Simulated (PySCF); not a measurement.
C$_{4}$H$_{11}$FSi$_{2}$

Input file:

```
{"job": {"kind": "uv", "xc": "wB97X-D", "basis": "def2-SVPD", "nstates": 8, "ntriplets": 3}, "charge": 0, "multiplicity": 1}
F     -0.815613     1.271866    -1.775351
C     -0.491463     1.477018    -0.432312
C     -1.422260     0.633540     0.433556
C     -1.368979    -0.861360     0.112169
Si     0.288364    -1.696963     0.525462
C      1.643379    -0.729180    -0.396778
Si     1.386868     1.137606    -0.204168
H     -0.711863     2.537402    -0.255452
H     -2.449034     0.987703     0.290100
H     -1.153974     0.809269     1.477843
H     -1.594454    -0.989617    -0.948253
H     -2.174628    -1.356403     0.657132
H      0.523614    -1.628327     1.975488
H      0.261930    -3.101985     0.097646
H      1.600959    -0.986053    -1.454771
H      2.632881    -1.016363    -0.048727
H      1.727660     1.599542     1.148125
H      2.107854     1.918623    -1.213364
```

Run with:

```sh
OMP_NUM_THREADS=1 python probes_run.py task.json out
```

Geometry: GFN2-xTB.

Method: wB97X-D/def2-SVPD, SCF density, gas phase in PySCF 2.14.0.

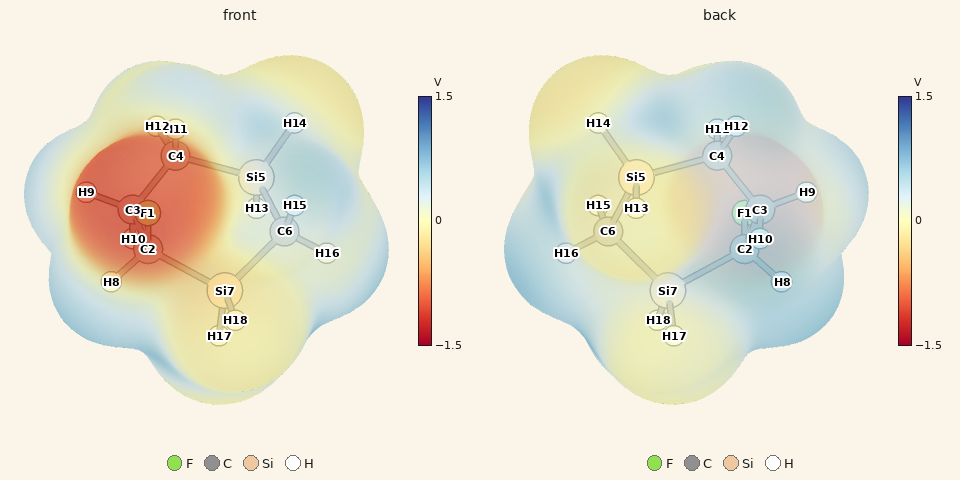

Figure 1. The molecular electrostatic potential painted on the density surface at 0.001 e/bohr³, seen from the front and from behind; the colour scale runs from red (negative) to blue (positive).

**Describe the electrostatic potential map.**

The most negative region (about −1.0 V) lies over F1, the most positive (about +0.7 V) over Si7 and H16.

**What dipole moment does the calculation give?**

Its dipole moment is 1.24 D.

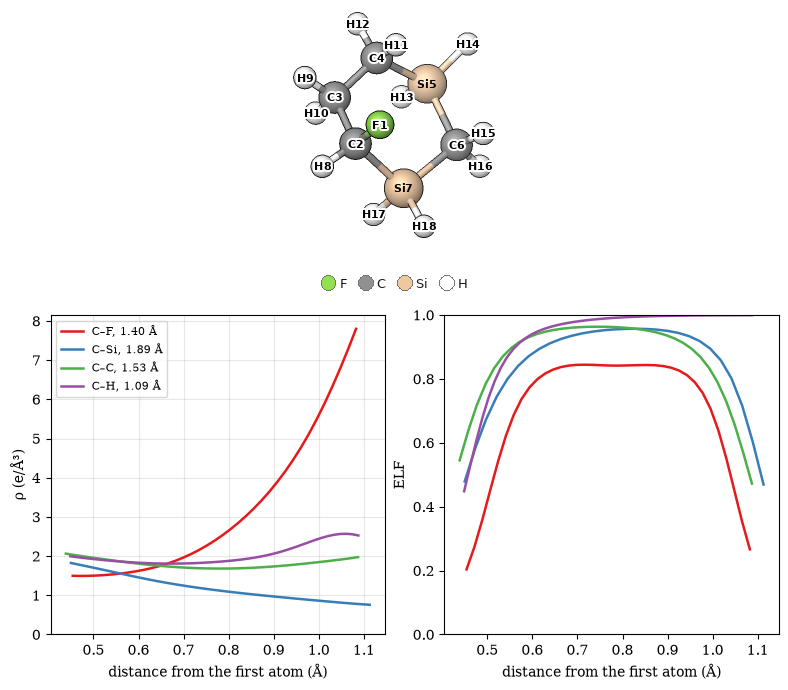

Figure 2. Total electron density and electron localisation function along straight lines between neighbouring atoms. The curves leave out the atomic cores. The structure is drawn too.

**What kind of bonding do the profiles show?**

C–F (1.40 Å): the density is about 2 e/Å³ at the midpoint, with its minimum of 1.5 e/Å³ about 0.5 Å from C; the ELF peaks at about 0.85 between the atoms: a polar covalent bond.
C–Si (1.89 Å): ρ at the midpoint is about 0.92 e/Å³; the ELF peaks at about 0.95 between the atoms: a shared electron pair.
C–C (1.53 Å): ρ at the midpoint is about 1.7 e/Å³; the ELF peaks at about 0.95 between the atoms (a covalent bond).
C–H (1.09 Å): ρ at the midpoint is about 1.9 e/Å³; the ELF climbs to about 1 towards the hydrogen, as it does in any bond to H (an ordinary covalent bond to hydrogen).
